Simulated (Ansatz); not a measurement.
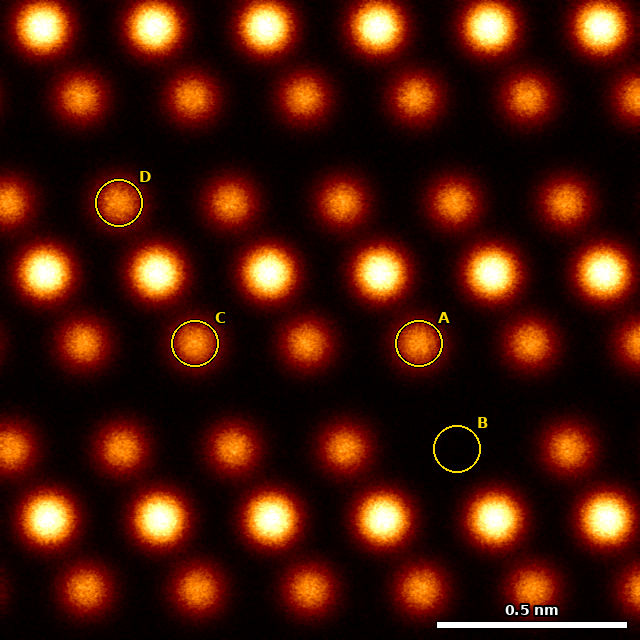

Dark-field STEM-like image of ReSb$_{2}$ (P-3m1, No. 164) along [100]. The image is simulated as a sum over atoms of Z^1.7, blurred by a 1.07 Å probe (no channelling). Shot noise and a slight drift were added.

The sample is 1 repeat (3.4 Å) thick. One point defect was put into the perfect crystal, without relaxing the atoms around it. Brightness is counted from the darkest point of the image. Host structure: the geometry relaxed at fixed volume with DFT PBEsol, scalar-relativistic, plane waves, PAW (Ansatz); the starting structure was generated, so it need not be a known form of this composition.

> Which ringed column holds the defect, and does it scatter more or less than its equals?

B; it scatters less. The column holds 1 atom (Sb) through the sample, and one Sb atom is missing, so its peak vanishes.
